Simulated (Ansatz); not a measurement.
# Calculations on N

Part 1: Relaxation

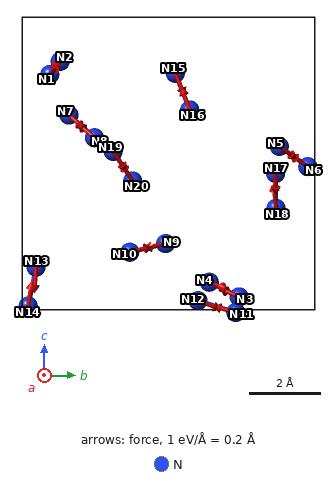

Starting geometry of an amorphous cell of composition N with the computed forces as red arrows. Style: ball-and-stick. Shown: the cell of the calculation, along the a axis.

The cell holds 10 N2. The run prepares the start of a later molecular dynamics calculation, from a guessed geometry.

These are results of DFT PBE-D3(BJ), scalar-relativistic, plane waves, PAW in Ansatz 0.2.0, not measurements.

Input
```yaml
crystal:
  lattice:
    - [8.339551, 0.0, 0.0]
    - [0.0, 8.339551, 0.0]
    - [0.0, 0.0, 8.339551]
  atoms:
    - { symbol: "N", position: [0.3340346, 0.0946042, 0.8043222] }
    - { symbol: "N", position: [0.2112859, 0.1301783, 0.8493393] }
    - { symbol: "N", position: [0.3175143, 0.7416841, 0.0442255] }
    - { symbol: "N", position: [0.2439188, 0.6395984, 0.0944403] }
    - { symbol: "N", position: [0.120432, 0.8790435, 0.558584] }
    - { symbol: "N", position: [0.0564544, 0.976357, 0.4893291] }
    - { symbol: "N", position: [0.7232641, 0.1600598, 0.6656999] }
    - { symbol: "N", position: [0.7922217, 0.2473447, 0.5883339] }
    - { symbol: "N", position: [0.6585929, 0.4902899, 0.2264535] }
    - { symbol: "N", position: [0.7085777, 0.3678759, 0.1968626] }
    - { symbol: "N", position: [0.9629741, 0.7302875, -0.0090163] }
    - { symbol: "N", position: [0.962737, 0.6010063, 0.0315501] }
    - { symbol: "N", position: [0.5510932, 0.0476277, 0.1458761] }
    - { symbol: "N", position: [0.5515683, 0.0208145, 0.01306] }
    - { symbol: "N", position: [0.6538339, 0.5235377, 0.8083034] }
    - { symbol: "N", position: [0.6713658, 0.5727674, 0.6832899] }
    - { symbol: "N", position: [0.4984042, 0.866388, 0.4662659] }
    - { symbol: "N", position: [0.434301, 0.8677744, 0.3469003] }
    - { symbol: "N", position: [0.290014, 0.3112007, 0.541552] }
    - { symbol: "N", position: [0.2297096, 0.3779513, 0.4402257] }
basis:
  ecutwfc: 420.0
kpoints:
  mp_grid: { grid: [1, 1, 1] }
hamiltonian:
  xc: pbe
  dispersion: d3bj
scf:
  occupations: { method: fermi_dirac, width: 0.02 }
  lower_state_search: "off"
relax:
  f_tol: 0.3
  max_steps: 15
  adjacent_minimum: "off"
```

Launched with:
```bash
ansatz run input.yaml --threads 1 --pin off --max-ram 3072MiB --backend cpu --events-out ev --progress --plain --runs-dir out
```

Q: What follows when this structure is relaxed?

A: It isn't relaxed: the largest force vector, on N4, is 4.11 eV/Å. The final displacements have little in common with the starting forces (cosine between the two patterns 0.18). After 11 accepted moves (16 points after the start) the energy has fallen by 1.489 eV per cell of the calculation. The largest force component goes from 3.8 to 0.18 eV/Å. The line search rejected the trial steps at points 6, 9, 14 of the run. 2 steps only repeated the SCF at the same geometry. The forces were under the threshold at step 12, but the run went on from there. N6 moves most: 1.37 Å roughly along [−1 −2 −1]. The cell stays as it was. Near-neighbour distances that change, for instance: N11–N12 1.130 → 1.102 Å. The run took roughly 60 core-seconds on a shared host.

Limits of the set-up: the periodic images lie only 8.3 Å apart, so the values are limited by the cell's size.

Part 2: Dynamics

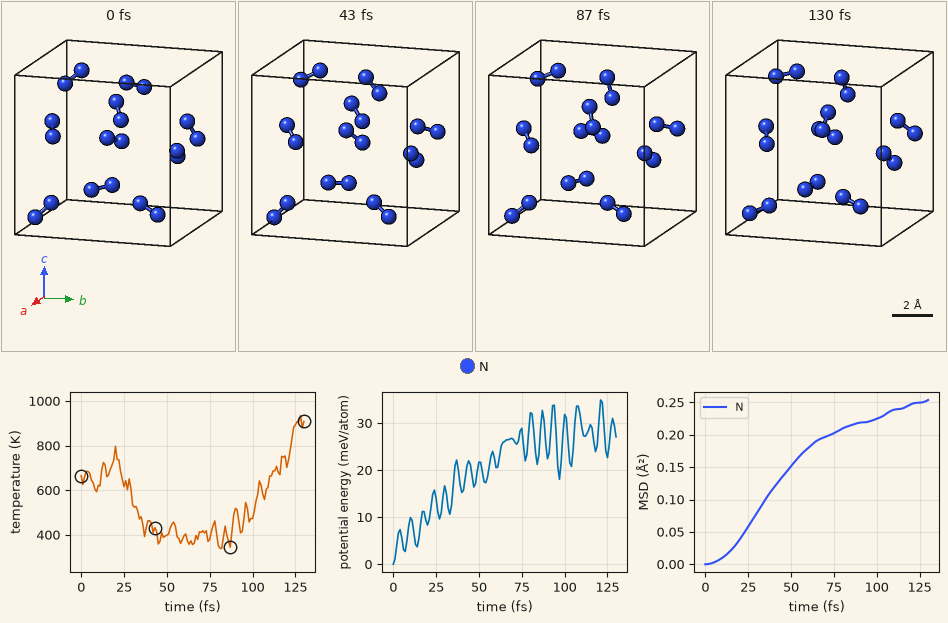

Molecular dynamics of a periodic cell with 10 N2 at 0.802 g/cm³, 130 fs long. Frames and the history of the run. The picture is a ball-and-stick view of the simulation cell, seen slightly off an axis.

Level of theory: Ansatz, DFT PBE-D3(BJ), scalar-relativistic, plane waves, PAW. Set-up: plane-wave cutoff 420 eV; k-point mesh 1 × 1 × 1; Fermi-Dirac smearing 0.02 eV; Langevin thermostat (NVT); set temperature 700 K; time step 1 fs; friction 0.02 per fs.

Q: What do the frames and curves show?

A: In the second half of the run the atoms are, in the root-mean-square, this far from where they began (common drift taken out): N 0.47 Å. The heavy atoms stay within a fraction of a molecule's size of their starting places; so short a run doesn't tell a liquid from a solid. The mean temperature in the second half is 558 K (standard deviation 175 K). The potential energy in the second half lies on average 27.4 meV per atom above the first frame.

Limits of the set-up: the periodic images lie only 8.3 Å apart, so the values are limited by the cell's size.

The run took of the order of 6 core-minutes on a shared host.

Part 3: Dynamics

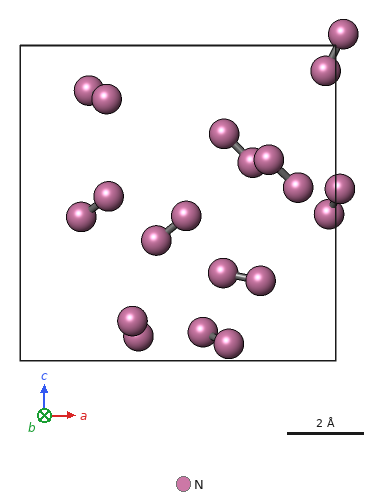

Starting frame of a dynamics run of a periodic cell with 10 N2 at 0.802 g/cm³. It starts from the last geometry of an earlier run, with fresh velocities. A ball-and-stick model of the simulation cell, seen along the b axis.

All numbers below come from Ansatz, DFT PBE-D3(BJ), scalar-relativistic, plane waves, PAW.

The input:
```yaml
crystal:
  lattice:
    - [8.339551, 0.0, 0.0]
    - [0.0, 8.339551, 0.0]
    - [0.0, 0.0, 8.339551]
  atoms:
    - { symbol: "N", position: [0.26941223, 0.06818336, 0.82609803] }
    - { symbol: "N", position: [0.2136621, 0.18509692, 0.85301982] }
    - { symbol: "N", position: [0.37028952, 0.64597057, 0.0743807] }
    - { symbol: "N", position: [0.35141954, 0.52726779, 0.12211352] }
    - { symbol: "N", position: [0.00923821, 0.76474829, 0.54112304] }
    - { symbol: "N", position: [-0.02529067, 0.86397957, 0.46131341] }
    - { symbol: "N", position: [0.78384292, 0.1761561, 0.63367832] }
    - { symbol: "N", position: [0.87673607, 0.21133156, 0.54526526] }
    - { symbol: "N", position: [0.63901135, 0.459315, 0.27443314] }
    - { symbol: "N", position: [0.75758752, 0.41803338, 0.24962783] }
    - { symbol: "N", position: [0.96393544, 0.76098982, -0.08458065] }
    - { symbol: "N", position: [1.01989628, 0.74110895, 0.03204681] }
    - { symbol: "N", position: [0.57470765, 0.12628217, 0.0870458] }
    - { symbol: "N", position: [0.65696147, 0.02874784, 0.04982172] }
    - { symbol: "N", position: [0.64207073, 0.52752029, 0.71584467] }
    - { symbol: "N", position: [0.73272329, 0.5211683, 0.62446811] }
    - { symbol: "N", position: [0.5218777, 0.84520236, 0.45556474] }
    - { symbol: "N", position: [0.42701309, 0.88320669, 0.3776893] }
    - { symbol: "N", position: [0.27577022, 0.34702467, 0.51753519] }
    - { symbol: "N", position: [0.1890501, 0.42103916, 0.45243584] }
basis:
  ecutwfc: 420.0
kpoints:
  mp_grid: { grid: [1, 1, 1] }
hamiltonian:
  xc: pbe
  dispersion: d3bj
scf:
  occupations: { method: fermi_dirac, width: 0.02 }
  lower_state_search: "off"
md:
  timestep: 1
  n_steps: 180
  ensemble: nvt_langevin
  temperature: 700.0
  initial_velocities: maxwell_boltzmann
  seed: 184741
  friction: 0.02
```

Launched with:
```bash
ansatz run input.yaml --threads 1 --pin off --max-ram 3072MiB --backend cpu --events-out ev --progress --plain --runs-dir out
```

**Predict how the run goes.**

Over the second half the temperature averages 601 K (spread ±84 K). The potential energy is still drifting at the end, so the run hasn't reached equilibrium. The potential energy in the second half lies on average 2.1 meV per atom above the first frame. In the second half of the run the atoms are, in the root-mean-square, this far from where they began (common drift taken out): N 0.65 Å. The heavy atoms stay within a fraction of a molecule's size of their starting places; so short a run doesn't tell a liquid from a solid.

Along the run (each row but the first and the last is the mean over the interval that it begins):

```
time (fs)  potential energy (meV/atom)  T (K)
      0.0                          0.0    665
     22.0                          6.3    538
     44.0                          8.1    724
     66.0                          7.8    493
     88.0                          4.8    571
    110.0                          5.3    611
    132.0                          1.0    569
    154.0                         -2.0    640
    176.0                         -5.5    636
```

The paths of the atoms:

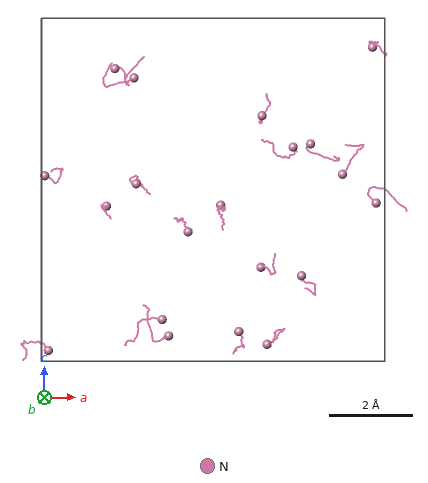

Limits of the set-up: the periodic images lie only 8.3 Å apart, so the values are limited by the cell's size.
